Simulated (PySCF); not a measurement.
**C₅H₄AlF₃O₂: density, localisation and related maps**

Input file:

```
{"job": {"kind": "uv", "xc": "CAM-B3LYP", "basis": "def2-SVPD", "ip": false}, "charge": 0, "multiplicity": 1}
F     -3.846852     0.749057     0.927011
C     -2.635046     0.781442     0.443940
F     -2.416334     1.857980    -0.276133
C     -1.706523    -0.154646     0.666492
F     -2.073949    -1.231944     1.373835
C     -0.325923    -0.153924     0.181348
C      0.273558    -1.387616    -0.139163
O      1.455416    -1.550890    -0.548387
Al     2.743487    -0.244198    -0.921946
O      1.604719     1.125356    -0.339719
C      0.422188     1.034871     0.088346
H     -0.328274    -2.302251    -0.006576
H      3.940921    -0.385638     0.105643
H      2.923444    -0.134084    -2.492909
H     -0.049734     1.977374     0.412048
```

Launched as:

```sh
OMP_NUM_THREADS=1 python probes_run.py task.json out
```

Geometry: PBE0-D3(BJ)/def2-SVP.

Method: CAM-B3LYP/def2-SVPD, SCF density, gas phase (PySCF 2.14.0).

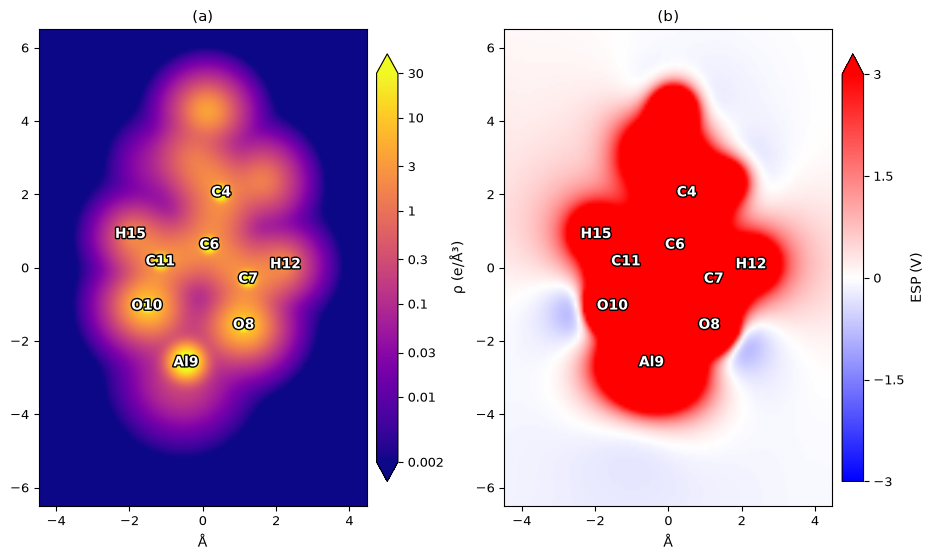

Figure 1. (a) electron density; (b) electrostatic potential on the plane of atoms C6, C7 and O8.

Interpret the plot.

Answer.
- The plane passes through C, O, Al and H nuclei.
- C–O (1.26 Å): ρ is about 2.9 e/Å³ halfway.
- Al–O (1.87 Å): ρ is about 0.57 e/Å³ halfway.
- C–H (1.10 Å): ρ at the midpoint is about 2 e/Å³.
- C–C (1.41 Å): ρ is about 2.1 e/Å³ halfway.
- C–C (1.46 Å): the density is about 1.8 e/Å³ at the midpoint.
- Outside the dense part of the molecule the potential is most negative (−0.8 V) near O8.

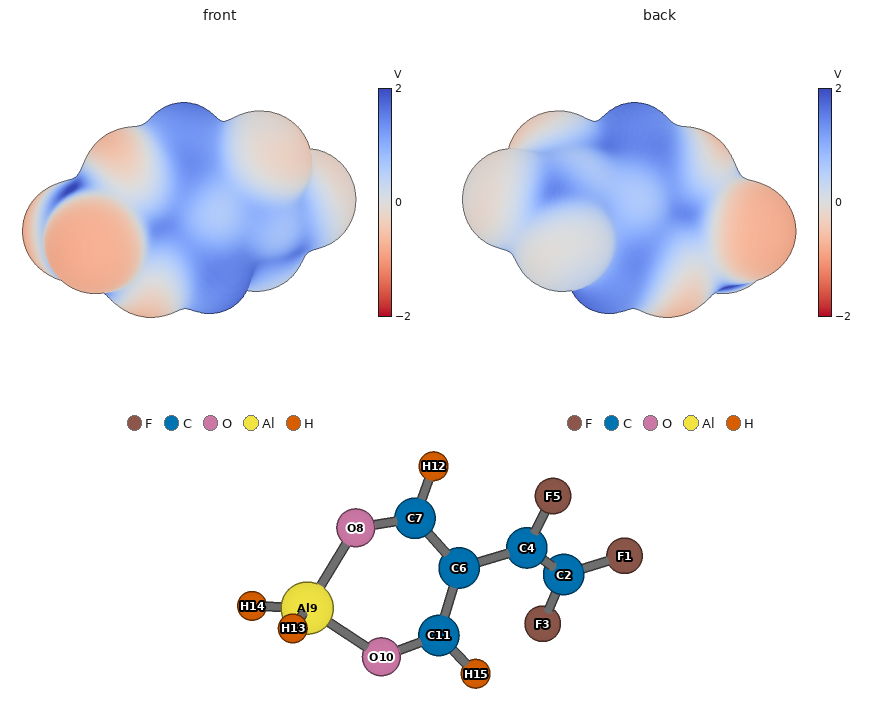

Figure 2. The molecular electrostatic potential painted on the density surface at 0.002 e/bohr³, seen from the front and from behind; red is negative and blue positive. The bare structure is drawn below in the same view.

Which sites attract a positive test charge, and which a negative one?

Answer. A positive charge is drawn to the negative regions and a negative charge to the positive ones. The most negative region (about −0.8 V) lies over H13 and H14, the most positive (about +1.9 V) over Al9.
